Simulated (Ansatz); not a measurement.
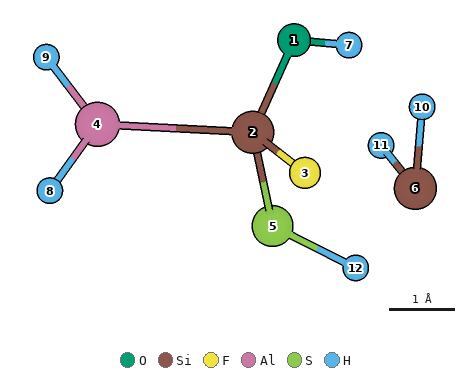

Fig. 1: The structure (ball-and-stick view, seen at a tilt; atoms are numbered from 1 in the order of the input). Sticks mark near contacts.

# Phonon calculation of AlSi2H6SOF

AlSi2H6SOF, computed with RKS LDA/6-31G* (Ansatz 0.2.0).

It belongs to a series of runs on one base structure; here: vibrations at the highest image of the band. Figures and captions count atoms from 1; the log counts them from 0 in places.

### Input file
```yaml
crystal:
  periodic: [false, false, false]
  atoms:
    - { symbol: O, position_ang: [-0.472343, -0.489712, 1.52666] }
    - { symbol: Si, position_ang: [0.346138, -0.84482, 0.157575] }
    - { symbol: F, position_ang: [1.913291, -1.071112, 0.461348] }
    - { symbol: Al, position_ang: [-0.764569, -2.570818, -1.139803] }
    - { symbol: S, position_ang: [0.308147, 0.928246, -1.16111] }
    - { symbol: Si, position_ang: [0.485706, 2.819849, 0.403639] }
    - { symbol: H, position_ang: [-0.332795, 0.440038, 1.856942] }
    - { symbol: H, position_ang: [0.103486, -3.47405, -2.136334] }
    - { symbol: H, position_ang: [-2.357343, -2.681834, -1.039215] }
    - { symbol: H, position_ang: [0.354619, 1.908973, 1.643911] }
    - { symbol: H, position_ang: [-0.978768, 3.226972, 0.289821] }
    - { symbol: H, position_ang: [1.471431, 1.75307, -0.829433] }
basis:
  gaussian: { orbitals: "6-31G*" }
hamiltonian:
  xc: lda
phonons: {}
```

Launch command:
```bash
ansatz run input.yaml --threads 2 --pin off --max-ram 3072MiB --backend cpu --events-out ev --progress --plain --runs-dir out
```

### Log
```
Engine: ansatz 0.2.0, x86_64-unknown-linux-gnu
Functional definition: SPW92
  exchange = slater_x
  correlation = pw_c
1357 factors; their error is unknown
mean field evaluation 1: about -37879.8541 eV, gradient 5.9e1 eV
mean field evaluation 2: about -37803.6709 eV, gradient 1.6e2 eV
mean field evaluation 4: about -37885.8419 eV, gradient 1.5e1 eV
mean field evaluation 8: about -37886.2653 eV, gradient 1.7e-1 eV
mean field evaluation 16: about -37886.1655 eV, gradient 1.6e-3 eV
mean field -37886.16548112 eV, -1392.2909012658 hartree, gradient 3.9e-5 eV, S^2 0.000000; 0 other end points of the search recorded, 0 dependent functions left out
the calculation of the forces begins
reference -37886.16553427 eV, -1392.2909032192 hartree; 40, 40 occupied and 78, 78 virtual orbitals, 1357 factors
these checks for a lower state are left out or cut short: stability, starts, cluster_reference, orbital_swaps, neighbouring_geometries, increment
1357 factors; their error is unknown
mean field -37886.16542883 eV, -1392.2908993441 hartree, gradient 7.7e-7 eV, S^2 0.000000; 0 other end points of the search recorded, 0 dependent functions left out
[... from here on the field's lines of each further geometry are left out, up to the last ...]
the calculation of the forces begins
reference -37886.16551819 eV, -1392.2909026281 hartree; 40, 40 occupied and 78, 78 virtual orbitals, 1357 factors
these checks for a lower state are left out or cut short: stability, starts, cluster_reference, orbital_swaps, neighbouring_geometries, increment
1357 factors; their error is unknown
mean field evaluation 448: about -37886.1655 eV, gradient 5.1e-2 eV
mean field -37886.16549051 eV, -1392.2909016108 hartree, gradient 2.7e-6 eV, S^2 0.000000; 0 other end points of the search recorded, 0 dependent functions left out
the calculation of the forces begins
reference -37886.16554366 eV, -1392.2909035642 hartree; 40, 40 occupied and 78, 78 virtual orbitals, 1357 factors
WARN: phonons: modes at or below zero, which the zero-point energy, F, S and C_V leave out: 1, the lowest at -663.32 cm⁻¹. A minimum has none, and a first-order saddle one
Total energy: -37886.16553427 eV, -1392.2909032192 hartree
Atom 0 at    -0.472343    -0.489712     1.526660 Å, force    -0.006662    -0.004409     0.005539 eV/Å
Atom 1 at     0.346138    -0.844820     0.157575 Å, force     0.009983    -0.004148     0.001614 eV/Å
Atom 2 at     1.913291    -1.071112     0.461348 Å, force    -0.004319     0.000951    -0.003576 eV/Å
Atom 3 at    -0.764569    -2.570818    -1.139803 Å, force     0.000093     0.001866     0.001926 eV/Å
Atom 4 at     0.308147     0.928246    -1.161110 Å, force     0.000939     0.004613    -0.000557 eV/Å
Atom 5 at     0.485706     2.819849     0.403639 Å, force    -0.005283     0.003173     0.003161 eV/Å
Atom 6 at    -0.332795     0.440038     1.856942 Å, force     0.003715     0.003705    -0.003911 eV/Å
Atom 7 at     0.103486    -3.474050    -2.136334 Å, force    -0.000516    -0.003027     0.002296 eV/Å
Atom 8 at    -2.357343    -2.681834    -1.039215 Å, force    -0.000332     0.002853    -0.002838 eV/Å
Atom 9 at     0.354619     1.908973     1.643911 Å, force     0.000663    -0.002506     0.000934 eV/Å
Atom 10 at    -0.978768     3.226972     0.289821 Å, force    -0.002251    -0.000059     0.000503 eV/Å
Atom 11 at     1.471431     1.753070    -0.829433 Å, force     0.003971    -0.003011    -0.005091 eV/Å
Dipole moment:    -0.132917    -0.192512    -0.069155 e Å
Vibrations: -663.32 30.09 52.08 67.77 107.00 130.20 181.59 210.72 237.21 258.27 280.38 402.21 402.60 453.22 494.26 524.79 580.76 695.97 698.20 716.58 852.18 898.86 920.00 967.71 1801.73 1874.11 1900.89 1956.20 2059.24 3357.96 cm⁻¹, zero-point energy 1.432811 eV
```

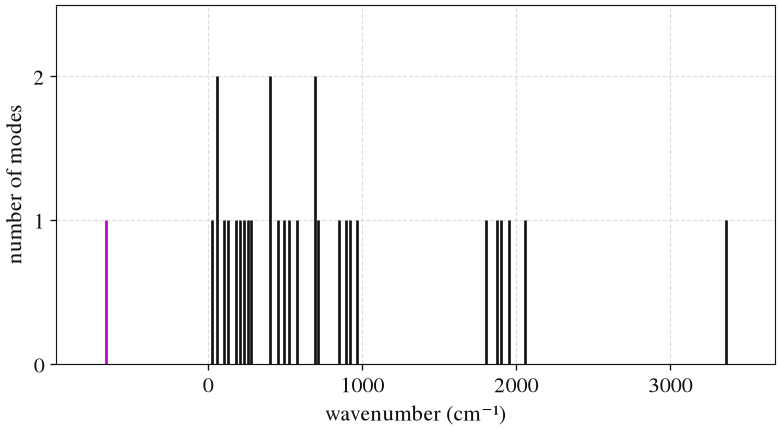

Fig. 2: Harmonic vibrational wavenumbers from the force constants; neighbouring modes closer than 18 cm⁻¹ are counted in one stick, and imaginary ones are drawn at negative wavenumbers. 30 modes from 663i to 3358 cm⁻¹, 1 imaginary beyond 8i (663i cm⁻¹): a first-order saddle point, if the geometry is stationary.

### Results in brief

```json
{"quantity": "outcome", "value": "converged"}
{"quantity": "total energy", "value": "−37886.1655 eV"}
{"quantity": "mean-field energy", "value": "−37886.1655 eV"}
{"quantity": "largest force (length of the vector)", "value": "0.011 eV/Å"}
{"quantity": "hardware", "value": "2 threads of AMD EPYC (Zen 3), 16 GiB of memory available, shared host"}
{"quantity": "wall time", "value": "72 s (CPU time 2.3 min)"}
{"quantity": "peak memory", "value": "0.2 GiB"}
```
